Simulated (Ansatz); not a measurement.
# BiOBr (P4/nmm): the LDA gap against the k mesh of the density

How far can the k mesh of the density be lowered for the gap of BiOBr (P4/nmm)?

Program: Ansatz 0.2.0. Level of theory: DFT, LDA, plane waves, PAW. Results are calculated unless marked as measured.

The database entry behind the starting cell differs from later determinations by our own check (0.1 to 0.3 % short, probably kX units), so it need not match the best structure at ambient conditions.

**1. Starting point**

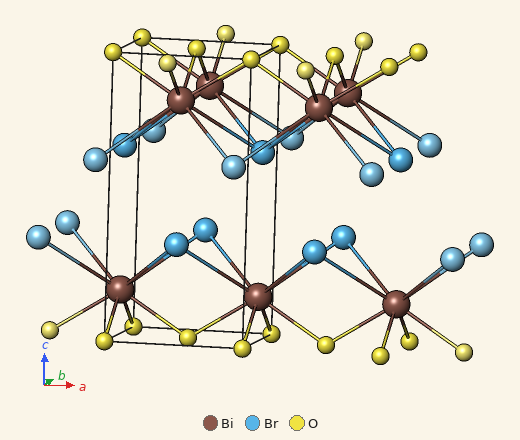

Start, viewed slightly off an axis; bismuth brown, bromine blue, oxygen yellow. 2×1×1 cells are drawn. Some periodic images of atoms are drawn too.

The cell and positions come from the Crystallography Open Database and are kept as given unless a step says otherwise. Spin-orbit coupling is left out unless a step names it. The default PAW set here is soft_2. Its files were made with PBE.

**2. k mesh of the density: 2×2×2**

input.yaml reads:

```yaml
crystal:
  lattice:
    - [3.916, 0.0, 0.0]
    - [0.0, 3.916, 0.0]
    - [0.0, 0.0, 8.077]
  atoms:
    - { symbol: Bi, position: [0.0, 0.5, 0.154] }
    - { symbol: Bi, position: [0.5, 0.0, 0.846] }
    - { symbol: Br, position: [0.0, 0.5, 0.653] }
    - { symbol: Br, position: [0.5, 0.0, 0.347] }
    - { symbol: O, position: [0.0, 0.0, 0.0] }
    - { symbol: O, position: [0.5, 0.5, 0.0] }
kpoints:
  mp_grid: { grid: [2, 2, 2] }
  band_path:
    path:
      - [0.0, 0.0, 0.0]
      - [0.0, 0.5, 0.0]
      - [0.5, 0.5, 0.0]
      - [0.0, 0.0, 0.5]
      - [0.0, 0.5, 0.5]
      - [0.5, 0.5, 0.5]
      - [0.0, 0.4, 0.5]
      - [0.0, 0.0, 0.4]
    npoints: 1
hamiltonian:
  xc: lda
scf:
  occupations: { method: fixed }
  n_extra_bands: 6
output:
  eigenvalues: true
```

The run is started by

```bash
$ ansatz run input.yaml --threads 4 --pin off --max-ram 18432MiB --backend cpu --events-out ev --progress --plain --runs-dir out
```

Numbers of over 12 decimals in the logs are rounded to 6 here.

Log:

```text
scf.n_extra_bands = 6 over 28 filled bands (N_el = 56.0): the run solves 34 bands
Engine: ansatz 0.2.0, aarch64-unknown-linux-gnu
Pseudopotentials: kind: paw
Pseudopotential: Bi, paw, valence charge 15, recommended cutoff 420 eV (normal), Bi.paw.azcp
Pseudopotential: Br, paw, valence charge 7, recommended cutoff 420 eV (normal), Br.paw.azcp
Pseudopotential: O, paw, valence charge 6, recommended cutoff 420 eV (normal), O.paw.azcp
Functional definition: SPW92
  exchange = slater_x
  correlation = pw_c
Crystal: 6 atoms, lattice volume = 123.861 Å³
Basis set: ecut = 420 eV, 2419 PW (Γ)
Bands: 34, of which v1, the nominal top of the filled ones, is band 28 counted from 1 (27 counted from 0)
Symmetry: 16 space group operations
Space group: P4/nmm (ITA 129), of the structure as read, at distance tolerance 5.0e-5 Å
k-points: 6 of 8
Non-local potential: Bi, projectors of the file, l = 0: 2, l = 1: 2, l = 2: 2, l = 3: 2
Non-local potential: Br, projectors of the file, l = 0: 2, l = 1: 2, l = 2: 2
Non-local potential: O, projectors of the file, l = 0: 2, l = 1: 2, l = 2: 1
PAW form: soft (Blöchl's): semilocal exchange-correlation on the pseudo side does not see the compensation charge
PAW frozen core: Bi, regenerated for the run's functional, and the local potential with it (the file was generated under x = pbe(κ = 0.804, μ = 0.219515), c = pbe(β = 0.066725))
PAW frozen core: Br, regenerated for the run's functional, and the local potential with it (the file was generated under x = pbe(κ = 0.804, μ = 0.219515), c = pbe(β = 0.066725))
PAW frozen core: O, regenerated for the run's functional, and the local potential with it (the file was generated under x = pbe(κ = 0.804, μ = 0.219515), c = pbe(β = 0.066725))
PAW one-centre angular grid: Bi, 590 points (default); XC on 64 Gauss nodes
PAW one-centre angular grid: Br, 110 points (default); XC on 64 Gauss nodes
PAW one-centre angular grid: O, 110 points (default); XC on 64 Gauss nodes
Initial density: superposition of atomic densities (neutral atoms: chi_scale 0, normalization atom), corrected by the library's trained network
Initial wavefunctions: pseudopotential atomic-orbital guess
Functional: x = slater, c = lda
SCF iter   1: F=—  HF=-30671.514509 eV  |F-HF|=—  |Δ(HF+E_count)|=         —  Δρ=1.00e-2  dr2=1.08e-1  ethr=1.77e-3  ⟨swp⟩=5.2  Hψ=787  notcnv=0  defer=24
preconditioner: auto → Resta (q_TF=auto, 2.390 Å⁻¹)  ε∞=3.4  [insulator: Δε(μ)=2.061 eV  Ē_g=16.248 eV  n_scr=30 (ndim 8)  ℏωp=25.0 eV  f_vac=0.002  ε∞_Penn≈3.4]
SCF iter   2: F=—  HF=-30671.496867 eV  |F-HF|=—  |Δ(HF+E_count)|=   1.76e-2  Δρ=5.14e-3  dr2=3.76e-2  ethr=1.93e-4  ⟨swp⟩=2.0  Hψ=372  notcnv=0  defer=24
SCF iter   3: F=—  HF=-30671.490683 eV  |F-HF|=—  |Δ(HF+E_count)|=   6.18e-3  Δρ=1.93e-3  dr2=3.37e-3  ethr=6.71e-5  ⟨swp⟩=2.3  Hψ=279  notcnv=0  defer=24
SCF iter   4: F=—  HF=-30671.489783 eV  |F-HF|=—  |Δ(HF+E_count)|=   8.99e-4  Δρ=3.81e-4  dr2=1.48e-4  ethr=6.02e-6  ⟨swp⟩=3.2  Hψ=374  notcnv=0  defer=24
SCF iter   5: F=—  HF=-30671.489759 eV  |F-HF|=—  |Δ(HF+E_count)|=   2.45e-5  Δρ=8.27e-5  dr2=9.20e-6  ethr=2.64e-7  ⟨swp⟩=2.0  Hψ=256  notcnv=0  defer=19
SCF iter   6: F=—  HF=-30671.489765 eV  |F-HF|=—  |Δ(HF+E_count)|=   5.98e-6  Δρ=1.83e-5  dr2=5.78e-7  ethr=1.64e-8  ⟨swp⟩=2.0  Hψ=272  notcnv=0  defer=13
SCF iter   7: F=-30671.489765 eV  HF=-30671.489765 eV  |F-HF|=3.74e-8  |Δ(HF+E_count)|=   5.08e-8  Δρ=6.09e-6  dr2=5.04e-8  ethr=1.79e-10  ⟨swp⟩=9.3  Hψ=861  notcnv=0
SCF 1 converged in 7 iterations: F = -30671.489765 eV  dr2 = 5.04e-8
[...]
NSCF: frozen V_eff on 8 k-points
SCF converged after 7 iterations
Free energy (F): -30671.489765 eV
Harris-Foulkes:  -30671.489765 eV  (|F-HF|=3.74e-8)
Internal energy: -30671.489765 eV  (E = F + TS)
E sigma→0 (E₀):  -30671.489765 eV
Fermi energy:    7.228850 eV
--- Per-component energies (eV) ---
  E_band       = -238.630079
  E_kinetic    = 1220.924402
  E_local      = -5454.519342  (includes V_loc(G=0)·N_el)
  E_nonlocal   = 1379.765520
  E_hartree    = 1990.509062
  E_xc         = -971.230984
  E_vxc        = -688.721458  (∫ρ·V_xc dr)
  E_paw        = -25321.109481  (= ΣΔE_a)
  E_vpaw       = -677.104443  (= ΣTr[D̂ρ^β])
  E_aug_tail   = 0.003963  (compensation charges beyond the density's cutoff)
  E_ewald      = -3516.430001
  E_core_change = 0.597096  (= ΣΔE_core)
  E_smearing   = -0.000000  (= −TS)
  E_closure    = -0.000000  (closes the sum)
  Σ components = -30671.489765   (vs F -30671.489765, Δ=0.00e0)
--- Band table (eV; the first three rows and the last of 6) ---
  k-point 0: bands = [... 24 lower, 6.3072, 6.5675, 6.5675, 6.6267, 9.5135, 10.4367, 12.1132, 12.1132, ... 2 higher]
  k-point 1: bands = [... 24 lower, 6.3166, 6.8926, 6.8926, 7.1928, 9.3229, 9.6082, 11.9326, 11.9326, ... 2 higher]
  k-point 2: bands = [... 24 lower, 6.8262, 6.8262, 7.1769, 7.1769, 11.5183, 11.5183, 12.0341, 12.0341, ... 2 higher]
  k-point 5: bands = [... 24 lower, 6.2153, 6.2153, 6.2478, 6.2478, 11.2387, 11.2387, 12.4919, 12.4919, ... 2 higher]
```

Run time: 0.87 s. Hardware: 4 threads of Arm Neoverse V1, shared host; peak memory 0.37 GiB; 2.7 s of CPU time.

Numbers from this step:

- gap: 1.974 eV
- valence top at: k = (0.000, 0.400, 0.500)
- conduction bottom at: k = (0.000, 0.000, 0.400)
- least direct gap: 2.130 eV

The gap is indirect, with the least direct gap 0.16 eV higher.

**3. k mesh of the density: 4×4×2**

input.yaml: that of step 2 with these lines changed.

```diff
@@ -13,3 +13,3 @@
 kpoints:
-  mp_grid: { grid: [2, 2, 2] }
+  mp_grid: { grid: [4, 4, 2] }
   band_path:
```

Log:

```text
[...]
Crystal: 6 atoms, lattice volume = 123.861 Å³
Basis set: ecut = 420 eV, 2419 PW (Γ)
Bands: 34, of which v1, the nominal top of the filled ones, is band 28 counted from 1 (27 counted from 0)
[... 1 set-up line as in the run before ...]
[...]
k-points: 12 of 32
[...]
--- Band table (eV; the first three rows and the last of 12) ---
  k-point 0: bands = [... 24 lower, 6.2362, 6.5048, 6.5048, 6.5707, 9.5218, 10.4336, 12.1099, 12.1099, ... 2 higher]
  k-point 1: bands = [... 24 lower, 6.2999, 6.8204, 6.8204, 7.1240, 9.3333, 9.6153, 11.9342, 11.9342, ... 2 higher]
  k-point 2: bands = [... 24 lower, 6.6604, 6.7123, 6.9511, 7.1346, 11.0739, 11.3341, 11.3982, 11.8780, ... 2 higher]
  k-point 11: bands = [... 24 lower, 6.1493, 6.1493, 6.2252, 6.2252, 11.2205, 11.2205, 12.4909, 12.4909, ... 2 higher]
[key lines of the parts left out:]
SCF converged after 7 iterations
Free energy (F): -30671.888215 eV
Fermi energy:    7.174507 eV
```

It took 1.3 s on 4 threads; peak memory 0.41 GiB; 4.3 s of CPU time.

Numbers from this step:

| Property | Result |
| --- | --- |
| gap | 2.035 eV |
| valence top at | k = (0.000, 0.400, 0.500) |
| conduction bottom at | k = (0.000, 0.000, 0.400) |
| least direct gap | 2.209 eV |

The gap is 2.035 eV, +0.061 eV from the run before at this level.

**4. k mesh of the density: 6×6×4 (the default)**

input.yaml, the sections that differ from step 3:

```yaml
kpoints:
  mp_grid: { grid: [6, 6, 4] }
  band_path:
    path:
      - [[0.0, 0.0, 0.0], [0.0, 0.5, 0.0], [0.5, 0.5, 0.0], [0.0, 0.0, 0.0], [0.0, 0.0, 0.5], [0.0, 0.5, 0.5], [0.5, 0.5, 0.5], [0.0, 0.0, 0.5]]
      - [[0.0, 0.5, 0.0], [0.0, 0.5, 0.5]]
      - [[0.5, 0.5, 0.0], [0.5, 0.5, 0.5]]
    npoints: 10
scf:
  occupations: { method: fermi_dirac, width: 0.02 }
  n_extra_bands: 6
output:
  eigenvalues: true
  write_density: true
  write_potential: true
  elf: true
  volumetric_format: npy
# crystal, hamiltonian: as in step 3
```

Log:

```text
[...]
Crystal: 6 atoms, lattice volume = 123.861 Å³
Basis set: ecut = 420 eV, 2419 PW (Γ)
Bands: 34, of which v1, the nominal top of the filled ones, is band 28 counted from 1 (27 counted from 0)
[... 1 set-up line as in the run before ...]
[...]
k-points: 30 of 144
[...]
--- Band table (eV; the first three rows and the last of 30) ---
  k-point 0: bands = [... 24 lower, 6.2316, 6.5007, 6.5007, 6.5690, 9.5245, 10.4353, 12.1103, 12.1103, ... 2 higher]
  k-point 1: bands = [... 24 lower, 6.2004, 6.6892, 6.6892, 6.8462, 9.3956, 10.0655, 12.0210, 12.0210, ... 2 higher]
  k-point 2: bands = [... 24 lower, 6.3014, 6.8157, 6.8157, 7.1212, 9.3356, 9.6180, 11.9350, 11.9350, ... 2 higher]
  k-point 29: bands = [... 24 lower, 6.1462, 6.1462, 6.2266, 6.2266, 11.2201, 11.2201, 12.4926, 12.4926, ... 2 higher]
[key lines of the parts left out:]
SCF converged after 6 iterations
Free energy (F): -30671.899149 eV
Fermi energy:    8.306086 eV
```

It took 4.3 s on 4 threads; peak memory 0.5 GiB; 16 s of CPU time.

Numbers from this step:

* gap: 2.039 eV
* valence top at: k = (0.000, 0.400, 0.500)
* conduction bottom at: k = (0.000, 0.000, 0.400)
* least direct gap: 2.214 eV

The gap is 2.039 eV, +0.005 eV from the run before at this level.

**5. k mesh of the density: 8×8×4**

input.yaml, the sections that differ from step 4:

```yaml
kpoints:
  mp_grid: { grid: [8, 8, 4] }
  band_path:
    path:
      - [0.0, 0.0, 0.0]
      - [0.0, 0.5, 0.0]
      - [0.5, 0.5, 0.0]
      - [0.0, 0.0, 0.5]
      - [0.0, 0.5, 0.5]
      - [0.5, 0.5, 0.5]
      - [0.0, 0.4, 0.5]
      - [0.0, 0.0, 0.4]
    npoints: 1
scf:
  occupations: { method: fixed }
  n_extra_bands: 6
# crystal, hamiltonian, output: as in step 4
```

Log:

```text
[...]
Crystal: 6 atoms, lattice volume = 123.861 Å³
Basis set: ecut = 420 eV, 2419 PW (Γ)
Bands: 34, of which v1, the nominal top of the filled ones, is band 28 counted from 1 (27 counted from 0)
[... 1 set-up line as in the run before ...]
[...]
k-points: 45 of 256
[...]
--- Band table (eV; the first three rows and the last of 45) ---
  k-point 0: bands = [... 24 lower, 6.2313, 6.5004, 6.5004, 6.5689, 9.5247, 10.4355, 12.1104, 12.1104, ... 2 higher]
  k-point 1: bands = [... 24 lower, 6.2006, 6.6889, 6.6889, 6.8460, 9.3959, 10.0657, 12.0211, 12.0211, ... 2 higher]
  k-point 2: bands = [... 24 lower, 6.3016, 6.8153, 6.8153, 7.1210, 9.3358, 9.6183, 11.9351, 11.9351, ... 2 higher]
  k-point 44: bands = [... 24 lower, 6.1459, 6.1459, 6.2270, 6.2270, 11.2201, 11.2201, 12.4928, 12.4928, ... 2 higher]
[key lines of the parts left out:]
SCF converged after 7 iterations
Free energy (F): -30671.899555 eV
Fermi energy:    7.281007 eV
```

Run time: 3.5 s. Hardware: 4 threads; peak memory 0.48 GiB; 13 s of CPU time.

Numbers from this step:

- gap: 2.040 eV
- valence top at: k = (0.000, 0.400, 0.500)
- conduction bottom at: k = (0.000, 0.000, 0.400)
- least direct gap: 2.215 eV

The gap is 2.040 eV, as in the run before at this level.

**6. The series**

Differences are against the last row; a negative gap means that bands overlap, and a run with a band path holds that path's time. Times are wall times on 4 threads of Arm Neoverse V1, shared host, good to a factor of about two.

| k mesh of the density | gap (eV) | direct gap (eV) | gap error (eV) | energy error (meV/atom) | irreducible k | time |
| --- | --- | --- | --- | --- | --- | --- |
| 2×2×2 | 1.974 | 2.130 | −0.066 | +68.3 | 6 | 0.87 s |
| 4×4×2 | 2.035 | 2.209 | −0.005 | +1.9 | 12 | 1.3 s |
| 6×6×4 | 2.039 | 2.214 | −0.0003 | +0.1 | 30 | 4.3 s |
| 8×8×4 | 2.040 | 2.215 | +0.000 | +0.0 | 45 | 3.5 s |

**7. Outcome**

| Quantity | Value |
| --- | --- |
| 2×2×2 | 1.974 eV |
| 4×4×2 | 2.035 eV |
| 6×6×4 | 2.039 eV |
| 8×8×4 | 2.040 eV |

In words: The gap holds to 0.02 eV from 4×4×2 on. At 2×2×2 the gap is off by −0.066 eV and the energy by +68 meV/atom. The gap is read over the mesh and added points near the edges, so meshes differ mainly through the density and, for a hybrid, the exchange operator.

[Paths, hosts, dates, memory and timing lines, banners, echoed tables and standing remarks are left out of the program output.]

[Logs are printed without paths, hosts, clocks, repeated set-up lines and the standing remarks that a program may print on its own settings, such as how far it seeks lower states.]

[Runs of the session that timed out or met a known fault of the program may be left out.]

[Cells called generated may have been cut or substituted from an entry of the Crystallography Open Database or the Materials Project.]

[Hosts, paths, dates, database ids (printed as entryN), source tags and the programs' standing remarks are cut or masked in the printed files.]
